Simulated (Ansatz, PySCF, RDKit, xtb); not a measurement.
# B2SiH2OF: a search for the lowest isomer

Given the formula B2SiH2OF (odd number of electrons) and nothing else, which arrangement of the atoms is the most stable in the gas at 200 K, and what are its properties?

The funnel: GFN2-xTB relaxations, single points with a density functional, relaxations at B3LYP/6-31G*, harmonic vibrations, and a last energy at a higher level. All values are calculated.

3 further runs of the same task are left out: 3 set aside as unsound or not needed.

**1. Candidates**

All bonding patterns within simple valence rules are listed by program: one Lewis structure each, at most two rings and one unusual centre or charged pair. O–O, O–halogen and N–halogen bonds and N–N–N chains are not drawn. That gives 105 candidates.

c006 B=BO[SiH]F; c022 O[SiH]/B=B\F; c030 O=B[SiH2][B]F; c037 [B]=BO[SiH2]F; c040 FB[Si]1BO1; c054 [BH]O/B=[SiH]\F; c056 O[B]/[SiH]=B/F; c067 O=[SiH]B[B]F; c072 F/B=B/O[SiH2]; c073 O/B=B/[SiH]F; c076 O/B=[Si]/BF; c081 B[B][Si](=O)F; c088 FB1B[SiH]O1; c093 [B]=[Si](O)BF; c096 F[B]B1O[SiH2]1; c106 F[SiH]B1BO1; c111 B=B[Si](O)F; c116 O=BB[SiH]F; c118 [BH]O/[SiH]=B/F; c134 OB1[B][Si@@H]1F; c145 [B]=B[Si@H](O)F; c154 FB1O[B][SiH2]1; c162 [O]B/[SiH]=B\F; c167 O=[SiH][B]BF; c179 BB(F)[Si]=O; c180 [O]B1[SiH2]B1F; c195 F[Si@@H]1[B]BO1; c211 [B]=[Si](F)OB; c217 O[Si]1BB1F; c222 OB(F)B=[SiH]; c230 [O][SiH2]/B=B/F; c235 [BH]O/[SiH]=B\F; c239 B=[Si]B(O)F; c258 [BH]/[Si](O)=B/F; c268 F[B]OB=[SiH2]; c276 [O]B1B[Si@@H]1F; c288 [B]=[SiH]OBF; c295 B=[Si](F)B[O]; c298 O[B]/[SiH]=B\F; c306 O=BB(F)[SiH2]; and 65 more.

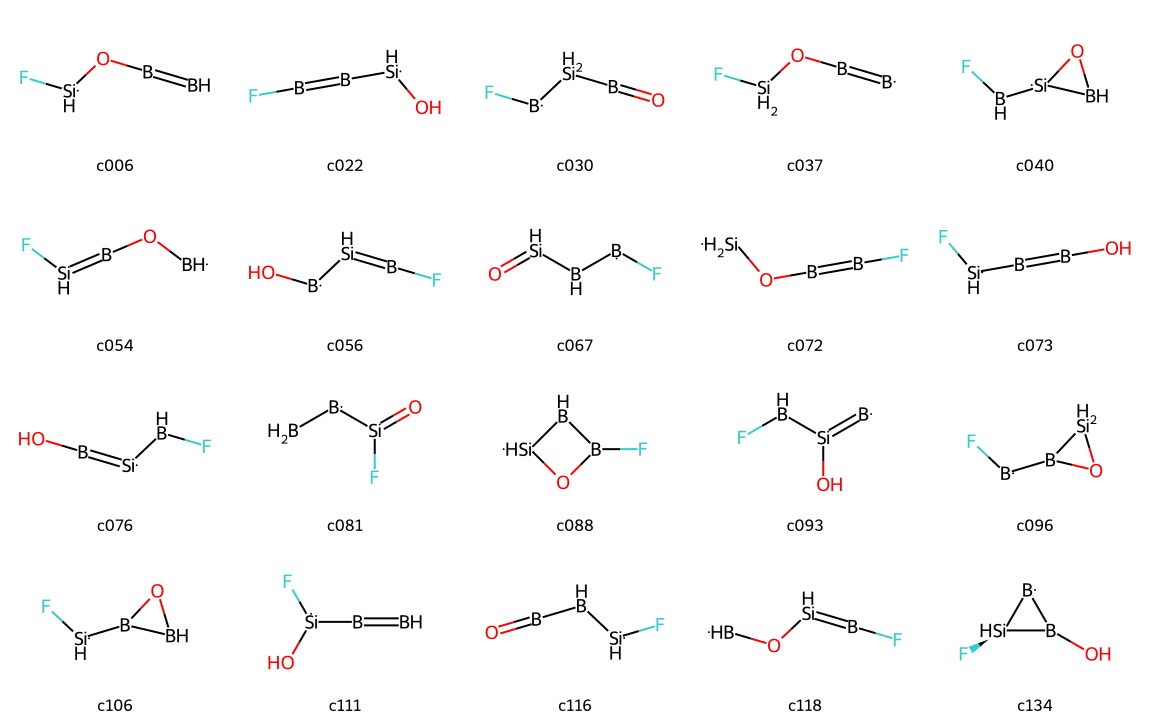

Structural formulas of the candidates (the first 20).

Candidates are built by distance geometry, with a force field where one applies, in up to four conformers (letters a to d). 10 starts with atoms placed at random are added, to find patterns that the rules miss.

**2. Search with GFN2-xTB**

All 282 starts are relaxed the same way. One of them, c217b (enumerated, embedded by distance geometry and UFF), in full:

start.xyz reads:

```xyz
7
c217b
B     -0.249951     1.643904     1.467576
B     -0.885091     2.450212     3.073287
F     -1.388904     3.130591     3.782751
O     -2.097818    -0.534910     2.637809
Si    -0.466743     0.245261     2.832379
H     -2.112880    -1.140117     3.468013
H     -0.029616     1.606778     0.506676
```

The run is started by

```
$ xtb start.xyz --gfn 2 --opt --uhf 1
```

Output, shortened:

```text
* xtb version 6.7.1
[...]
          :  # basis functions                  28          :
[...]
          :  # electrons                        25          :
[...]
          :  Hamiltonian                  GFN2-xTB          :
[...]
          :  net charge                          0          :
          :  unpaired electrons                  1          :
[...]
   *** convergence criteria satisfied after 21 iterations ***
[...]
   *** GEOMETRY OPTIMIZATION CONVERGED AFTER 30 ITERATIONS ***
[...]
   *** convergence criteria satisfied after 3 iterations ***
[...]
         ::                     SUMMARY                     ::
         :::::::::::::::::::::::::::::::::::::::::::::::::::::
         :: total energy             -13.973885097199 Eh    ::
         :: gradient norm              0.000712368066 Eh/a0 ::
         :: HOMO-LUMO gap              1.408584062543 eV    ::
         ::.................................................::
         :: SCC energy               -14.071416091524 Eh    ::
         :: -> isotropic ES            0.072081016900 Eh    ::
         :: -> anisotropic ES         -0.000382989447 Eh    ::
         :: -> anisotropic XC         -0.007087274342 Eh    ::
         :: -> dispersion             -0.003752707344 Eh    ::
         :: repulsion energy           0.097530994325 Eh    ::
         :: add. restraining           0.000000000000 Eh    ::
         :: total charge              -0.000000000000 e     ::
         :::::::::::::::::::::::::::::::::::::::::::::::::::::
[...]
        13        1.0001           -0.2704978              -7.3606 (HOMO)
        14                         -0.2187333              -5.9520 (LUMO)
[...]
          | TOTAL ENERGY              -13.973885097199 Eh   |
          | GRADIENT NORM               0.000712368066 Eh/α |
          | HOMO-LUMO GAP               1.408584062543 eV   |
           -------------------------------------------------
[...]
```

Wall time 0.099 s (1 thread of Arm Neoverse V2, shared host).

**3. What the search left**

282 of the 282 relaxations converged; 168 ended on a minimum already found. 114 distinct structures remain, the lowest 22 here:

```csv
label,start,SMILES after,spin,energy (kcal/mol),note
c448,random and drawn,O=BB[SiH]F,doublet,0.0,
c694b,drawn and random,O=BB[SiH]F,doublet,0.1,bonds changed
c603b,drawn,B[Si](F)B=O,doublet,3.4,bonds changed
c843b,drawn,O=[Si]BBF,doublet,7.4,
c860c,drawn,B[B]O[Si]F,doublet,8.8,bonds changed
c399b,drawn,O=[Si]BBF,doublet,9.0,bonds changed
c170,random,[O][B][BH2][Si][F] ‡,doublet,13.1,
c725b,drawn,O=B[SiH]BF,doublet,15.2,bonds changed
c180b,drawn,O=BB(F)[SiH2],doublet,17.5,bonds changed
c959a,drawn,BO/B=[Si]/F,doublet,19.9,
c307b,drawn,[F][Si]1[BH][BH][O]1 ‡,doublet,20.8,
c179a,drawn,BB(F)[Si]=O,doublet,21.3,
c088b,drawn,[F][B]1[BH][SiH][O]1 ‡,doublet,22.0,
c106b,drawn,F[SiH]B1BO1,doublet,24.7,
c915c,drawn,FB[B]O[SiH],doublet,25.1,bonds changed
c901c,drawn,F[Si]1BOB1,doublet,26.4,
c911b,drawn,O=[SiH]B[B]F,doublet,27.1,bonds changed
c643c,drawn,O=[SiH]B[B]F,doublet,27.1,bonds changed
c643a,drawn,O=[SiH]B[B]F,doublet,27.3,bonds changed
c341a,drawn,[BH]B[Si](=O)F,doublet,27.7,bonds changed
c319b,drawn,B=[Si]OBF,doublet,28.4,
c585b,drawn,[BH]B[Si](=O)F,doublet,28.6,
```

‡ marks the bonded skeleton alone, with all bonds drawn single: no Lewis structure was assigned that passes a check against the bond lengths.

GFN2-xTB has no spin polarisation, so it can't rank spin states and is rough for open shells.

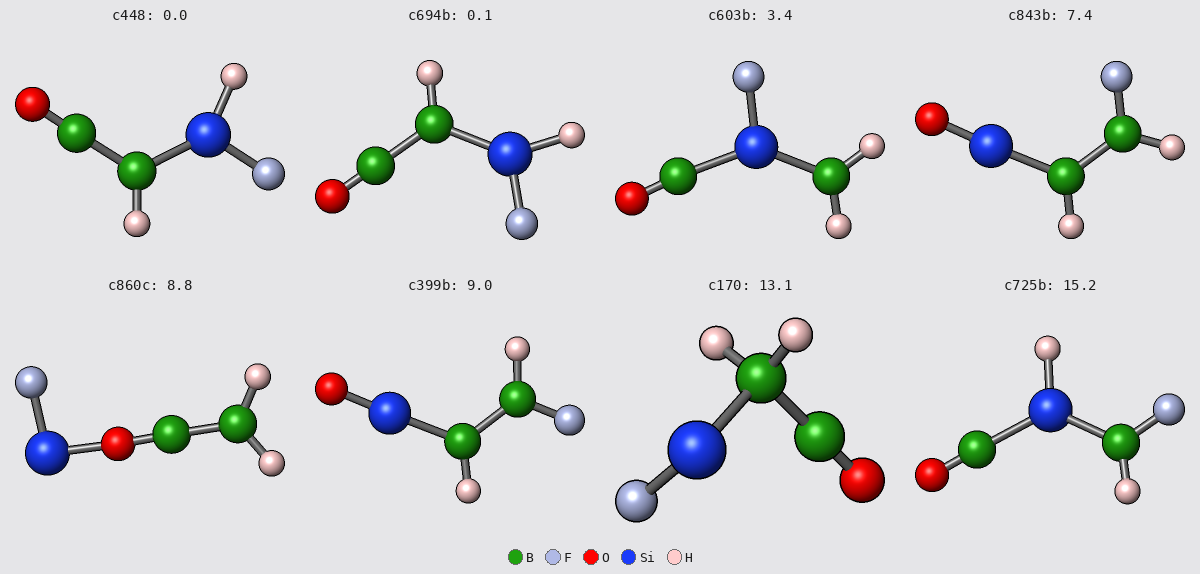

The 8 lowest minima that did not fall apart, with their GFN2-xTB energies in kcal/mol.

**4. Single points on the low minima**

A choice of the minima (the low ones first, few conformers of a pattern, up to a cap) and the lowest that fell apart get a single point at r2SCAN-D4/def2-SVP on the tight-binding geometry, and one at HF/STO-3G for comparison. Within 40 kcal/mol but not screened, among others: c911b, c643c, c643a, c341a, c319b, c585b, c067b, c360a, c851b, c081a and 12 more. The first, c448:

input.yaml reads:

```yaml
crystal:
  periodic: [false, false, false]
  atoms:
    - {symbol: B, position_ang: [-0.078266, -0.097851, 0.309304]}
    - {symbol: B, position_ang: [-0.253115, 1.479994, 0.631246]}
    - {symbol: F, position_ang: [0.249320, -2.354902, -1.737400]}
    - {symbol: O, position_ang: [-0.381242, 2.651718, 0.847092]}
    - {symbol: Si, position_ang: [0.069473, -0.761391, -1.436395]}
    - {symbol: H, position_ang: [-0.038988, -0.880520, 1.191777]}
    - {symbol: H, position_ang: [0.087388, -0.323588, -2.829574]}
basis:
  gaussian: {orbitals: def2-SVP}
magnetization: {spin_polarized: true, initial_magnetization: 1}
hamiltonian: {xc: r2scan, dispersion: d4}
scf: {lower_state_search: "off"}
output: {orbitals: {seedname: orbitals}}
```

The run is started by

```
$ ansatz run input.yaml --threads 1 --pin off --max-ram 2610MiB --events-out events.jsonl --progress --plain --runs-dir runs
```

Output, shortened:

```text
Warning: RAYON_NUM_THREADS=1 ignored (pool sized by the plan → 1); use --threads N
Functional definition: r2SCAN
  name "r2SCAN"
[...]
911 factors; their error is unknown
[...]
mean field -14016.44756663 eV, -515.0949473842 hartree, gradient 5.3e-6 eV, S^2 0.756120; 0 other end points of the search recorded, 0 dependent functions left out
reference -14016.44757785 eV, -515.0949477964 hartree; 22, 21 occupied and 62, 63 virtual orbitals, 911 factors
Total energy: -14016.48154567 eV, -515.0961960909 hartree
Checks for a lower state left out: stability, starts, cluster_reference, orbital_swaps, neighbouring_geometries, increment
```

Wall time 4.8 s (1 thread of Arm Neoverse V2, shared host).

Relative energies in kcal/mol, each column from its lowest structure that stays in one piece:

```csv
label,SMILES,spin,GFN2-xTB,HF/STO-3G,r2SCAN-D4/def2-SVP
c725b,O=B[SiH]BF,doublet,15.2,0.0,0.0
c694b,O=BB[SiH]F,doublet,0.1,40.2,3.4
c448,O=BB[SiH]F,doublet,0.0,40.2,3.6
c180b,O=BB(F)[SiH2],doublet,17.5,15.2,4.0
c088b,[F][B]1[BH][SiH][O]1 ‡,doublet,22.0,33.0,6.4
c860c,B[B]O[Si]F,doublet,8.8,32.1,9.8
c603b,B[Si](F)B=O,doublet,3.4,32.8,10.2
c170,[O][B][BH2][Si][F] ‡,doublet,13.1,35.0,10.4
c901c,F[Si]1BOB1,doublet,26.4,30.9,10.7
c307b,[F][Si]1[BH][BH][O]1 ‡,doublet,20.8,59.8,14.8
c106b,F[SiH]B1BO1,doublet,24.7,56.0,24.8
c915c,FB[B]O[SiH],doublet,25.1,37.7,27.0
c959a,BO/B=[Si]/F,doublet,19.9,52.2,27.0
c843b,O=[Si]BBF,doublet,7.4,87.3,39.8
c399b,O=[Si]BBF,doublet,9.0,87.3,41.1
c179a,BB(F)[Si]=O,doublet,21.3,104.2,57.3
c404,F.[O][B]B[Si],doublet,75.4,96.7,65.6
```

‡ marks the bonded skeleton alone, with all bonds drawn single: no Lewis structure was assigned that passes a check against the bond lengths.

Measured from c725b, GFN2-xTB misplaces c179a by 51 kcal/mol against r2SCAN-D4/def2-SVP, so minima dropped on its energies alone could hide the lowest isomer.

**5. A second chance for lost patterns**

Some ordinary bonding patterns rearranged or fell apart under GFN2-xTB. Their starts are relaxed at r2SCAN-D4/def2-SVP instead (label ending in r). The first, c154ar:

input.yaml reads:

```yaml
crystal:
  periodic: [false, false, false]
  atoms:
    - {symbol: B, position_ang: [-1.109630, 0.019993, 2.771382]}
    - {symbol: B, position_ang: [0.362587, 1.751275, 3.144068]}
    - {symbol: F, position_ang: [-2.083160, -0.812473, 3.427480]}
    - {symbol: O, position_ang: [0.343429, 0.317916, 2.966592]}
    - {symbol: Si, position_ang: [-1.194017, 1.810776, 2.104225]}
    - {symbol: H, position_ang: [-2.286921, 2.546902, 2.739321]}
    - {symbol: H, position_ang: [-0.955989, 1.951925, 0.679401]}
basis:
  gaussian:
    orbitals: def2-SVP
magnetization:
  spin_polarized: true
  initial_magnetization: 1
hamiltonian:
  xc: {name: r2SCAN}
  dispersion: d4
relax:
  f_tol: 0.01
output:
  orbitals: {seedname: orbitals}
```

The run is started by

```
$ ansatz run input.yaml --threads 1 --pin off --max-ram 2610MiB --events-out events.jsonl --progress --plain --runs-dir runs
```

Output, shortened:

```text
Warning: RAYON_NUM_THREADS=1 ignored (pool sized by the plan → 1); use --threads N
[...]
[... 2 set-up lines as earlier in the session ...]
[...]
911 factors; their error is unknown
[...]
mean field -14014.43454816 eV, -515.0209703200 hartree, gradient 8.3e-5 eV, S^2 0.756398; 0 other end points of the search recorded, 0 dependent functions left out
[...]
reference -14014.43455936 eV, -515.0209707315 hartree; 22, 21 occupied and 62, 63 virtual orbitals, 911 factors
[...]
Atom 2 at    -1.772023    -0.966759     3.314320 Å, force     0.001722     0.002649    -0.001102 eV/Å
Atom 3 at     0.286347     0.156477     3.188593 Å, force     0.000763     0.001368    -0.000369 eV/Å
Atom 4 at    -1.325612     1.928455     2.116756 Å, force    -0.000506    -0.000844    -0.000416 eV/Å
Atom 5 at    -2.376506     2.883980     2.563662 Å, force     0.000306     0.000248    -0.000336 eV/Å
Atom 6 at    -1.086424     1.987711     0.645393 Å, force    -0.000355     0.000584    -0.000090 eV/Å
Dipole moment:    -0.160693     0.133944    -0.140062 e Å
```

It took 2.5 min on 1 thread of Arm Neoverse V2, shared host.

Energies at r2SCAN-D4/def2-SVP after that relaxation, from the lowest structure of the screen (which was not relaxed at this level):

```csv
label,SMILES,spin,energy (kcal/mol)
c154ar,FB1O[B][SiH2]1,doublet,8.9
```

**6. Relaxing the best candidates**

6 candidates are relaxed at B3LYP/6-31G* (chosen among the lowest in one piece). The first, c725b:

input.yaml reads:

```yaml
crystal:
  periodic: [false, false, false]
  atoms:
    - {symbol: B, position_ang: [-1.483784, -0.268594, 2.953344]}
    - {symbol: B, position_ang: [-0.957336, 3.074439, 2.373608]}
    - {symbol: F, position_ang: [-1.097344, -1.522266, 2.676785]}
    - {symbol: O, position_ang: [-1.217760, 4.225163, 2.540756]}
    - {symbol: Si, position_ang: [-0.574302, 1.202612, 2.135688]}
    - {symbol: H, position_ang: [-2.389680, -0.192615, 3.705913]}
    - {symbol: H, position_ang: [0.548032, 0.987981, 1.200247]}
basis:
  gaussian:
    orbitals: 6-31G_st_-spherical.json
magnetization:
  spin_polarized: true
  initial_magnetization: 1
hamiltonian:
  xc: {name: B3LYP}
relax:
  f_tol: 0.003
```

The basis set 6-31G* is read from a file made from the Basis Set Exchange's data (not shown).

The run is started by

```
$ ansatz run input.yaml --threads 1 --pin off --max-ram 2610MiB --events-out events.jsonl --progress --plain --runs-dir runs
```

Output, shortened:

```text
Warning: RAYON_NUM_THREADS=1 ignored (pool sized by the plan → 1); use --threads N
[...]
Functional definition: B3LYP
  name "B3LYP"
[...]
833 factors; integrals over basis functions are off by at most 4.6e-4 eV
[...]
mean field -14027.53050370 eV, -515.5022378094 hartree, gradient 4.0e-5 eV, S^2 0.753185; 0 other end points of the search recorded, 0 dependent functions left out
[...]
Atom 2 at    -1.134874    -1.558533     2.715332 Å, force     0.000416    -0.000638    -0.000624 eV/Å
Atom 3 at    -1.278091     4.218202     2.593833 Å, force    -0.000605    -0.000483     0.000300 eV/Å
Atom 4 at    -0.509668     1.183833     2.076693 Å, force    -0.001086    -0.001145     0.000952 eV/Å
Atom 5 at    -2.401366    -0.095066     3.710236 Å, force     0.001227     0.000785    -0.000806 eV/Å
Atom 6 at     0.622903     0.999649     1.138692 Å, force     0.000582     0.000072    -0.000333 eV/Å
Dipole moment:     0.133088    -0.484558    -0.091433 e Å
```

Wall time 43 s (1 thread of Arm Neoverse V2, shared host).

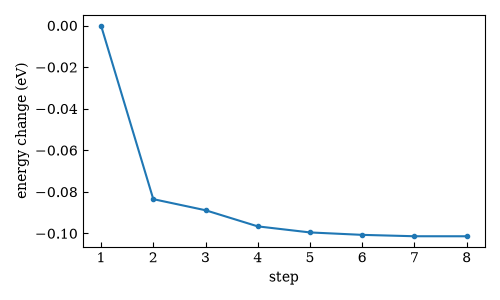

Energy along the run, all evaluated steps.

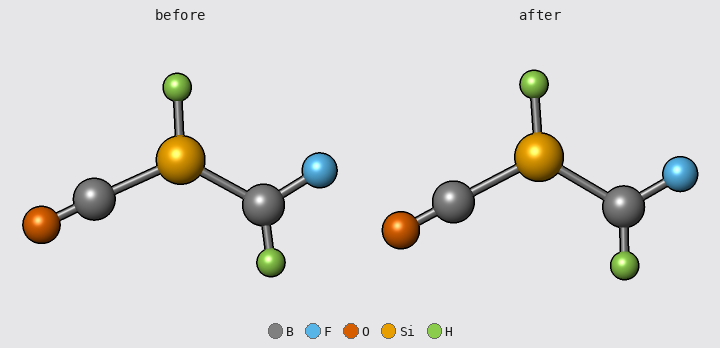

Before and after, at one scale.

After the run. Bond lengths: B1–F3 1.327 Å, B2–O4 1.211 Å, B1–Si5 1.991 Å, B2–Si5 1.962 Å, B1–H6 1.196 Å, Si5–H7 1.482 Å. Angles: F3–B1–Si5 119.4°, O4–B2–Si5 179.3°, B1–Si5–B2 121.8°, F3–B1–H6 119.1°, Si5–B1–H6 121.5°, B1–Si5–H7 124.4°, B2–Si5–H7 113.7°.

**7. The relaxed candidates**

```csv
label,spin,r2SCAN-D4/def2-SVP (kcal/mol),"B3LYP/6-31G*, relaxed (kcal/mol)",time
c725b,doublet,0.0,0.0,43 s
c448,doublet,3.6,1.0,44 s
c694b,doublet,3.4,1.1,49 s
c180b,doublet,4.0,3.8,49 s
c088b,doublet,6.4,4.2,42 s
c154ar,doublet,8.9,15.2,78 s
```

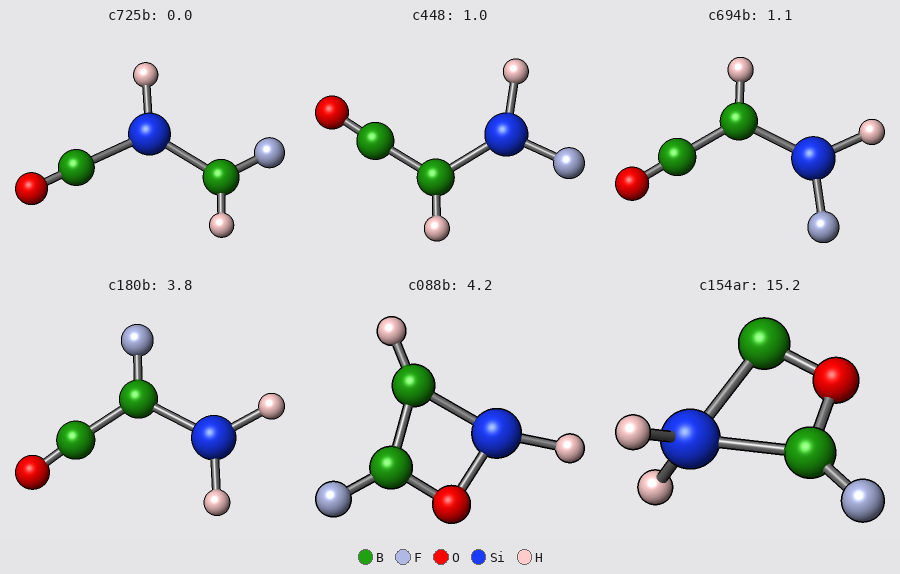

The relaxed structures, with energies at B3LYP/6-31G* in kcal/mol.

**8. Harmonic analysis of the finalists**

The lowest few in one piece go on as finalists (c088b, c154ar drop out). Harmonic vibrations at B3LYP/6-31G* test each finalist and give the zero-point energy and the thermal terms. The first, c725b:

input.yaml reads:

```yaml
crystal:
  periodic: [false, false, false]
  atoms:
    - {symbol: B, position_ang: [-1.493075, -0.304573, 2.961012]}
    - {symbol: B, position_ang: [-0.978003, 3.063207, 2.390543]}
    - {symbol: F, position_ang: [-1.134874, -1.558533, 2.715332]}
    - {symbol: O, position_ang: [-1.278091, 4.218202, 2.593833]}
    - {symbol: Si, position_ang: [-0.509668, 1.183833, 2.076693]}
    - {symbol: H, position_ang: [-2.401366, -0.095066, 3.710236]}
    - {symbol: H, position_ang: [0.622903, 0.999649, 1.138692]}
basis:
  gaussian:
    orbitals: 6-31G_st_-spherical.json
magnetization:
  spin_polarized: true
  initial_magnetization: 1
hamiltonian:
  xc: {name: B3LYP}
scf:
  lower_state_search: "off"
phonons: {}
```

The basis set 6-31G* is read from a file made from the Basis Set Exchange's data (not shown).

The run is started by

```
$ ansatz run input.yaml --threads 1 --pin off --max-ram 2610MiB --events-out events.jsonl --progress --plain --runs-dir runs
```

Output, shortened:

```text
Warning: RAYON_NUM_THREADS=1 ignored (pool sized by the plan → 1); use --threads N
[... 2 set-up lines as earlier in the session ...]
[...]
833 factors; integrals over basis functions are off by at most 4.9e-4 eV
[...]
mean field -14027.63188846 eV, -515.5059636304 hartree, gradient 2.3e-6 eV, S^2 0.753470; 0 other end points of the search recorded, 0 dependent functions left out
[...]
Atom 5 at    -2.401366    -0.095066     3.710236 Å, force     0.001229     0.000782    -0.000808 eV/Å
Atom 6 at     0.622903     0.999649     1.138692 Å, force     0.000592     0.000073    -0.000341 eV/Å
Dipole moment:     0.133087    -0.484557    -0.091434 e Å
Vibrations: 63.62 88.91 221.44 260.43 328.50 359.96 541.48 667.79 752.56 754.54 1106.36 1315.79 1985.82 2278.85 2660.17 cm⁻¹, zero-point energy 0.829840 eV
Checks for a lower state left out: stability, starts, cluster_reference, orbital_swaps, neighbouring_geometries, increment
```

Wall time 1.9 min (1 thread of Arm Neoverse V2, shared host).

**9. Zero-point energy and free-energy terms**

At 200 K and 1 atm, ideal gas, rigid rotor and harmonic oscillator:

```csv
label,SMILES,spin,point group,lowest mode (cm⁻¹),zero-point (kcal/mol),G − E (kcal/mol)
c725b,O=B[SiH]BF,doublet,Cs,64,19.1,7.0
c448,O=BB[SiH]F,doublet,Cs,85,19.2,7.2
c694b,O=BB[SiH]F,doublet,Cs,74,19.2,7.2
c180b,O=BB(F)[SiH2],doublet,Cs,103,18.2,6.3
```

[end of part 1 of 2]
